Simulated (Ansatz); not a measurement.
Pt (Fm-3m, No. 225): the input geometry of an electronic-structure calculation (not necessarily at equilibrium).

```cif
data_structure
_symmetry_space_group_name_H-M 'P 1'
_symmetry_Int_Tables_number 1
_cell_length_a 3.9200
_cell_length_b 3.9200
_cell_length_c 3.9200
_cell_angle_alpha 90.000
_cell_angle_beta 90.000
_cell_angle_gamma 90.000
_cell_volume 60.24
loop_
_atom_site_label
_atom_site_type_symbol
_atom_site_fract_x
_atom_site_fract_y
_atom_site_fract_z
_atom_site_occupancy
Pt1 Pt 0.00000 0.00000 0.00000 1
Pt2 Pt 0.00000 0.50000 0.50000 1
Pt3 Pt 0.50000 0.00000 0.50000 1
Pt4 Pt 0.50000 0.50000 0.00000 1
```

Question: What will an iDPC-like image along [001] show? Simulated as the projected potential of neutral atoms (B = 0.8 Å²) blurred by a 0.89 Å probe, the thin-sample limit of integrated differential phase contrast. The display is stretched by a gamma of 0.65; percentages refer to the linear signal. A slight drift and the speckle of an amorphous layer were added.

Answer: The columns repeat on a square net with a repeat of 1.96 Å (plane group p4mm). All columns are alike (Pt). The shortest distance between visible columns is 1.96 Å in projection. Along the beam the structure repeats every 3.92 Å.

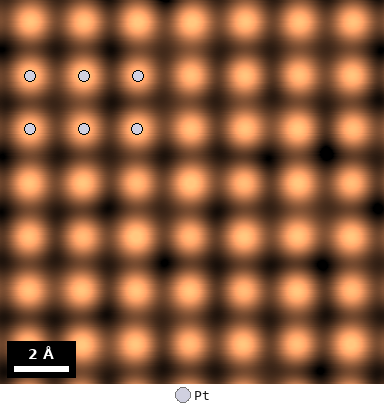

The simulated image, with the columns of the model marked in one corner.
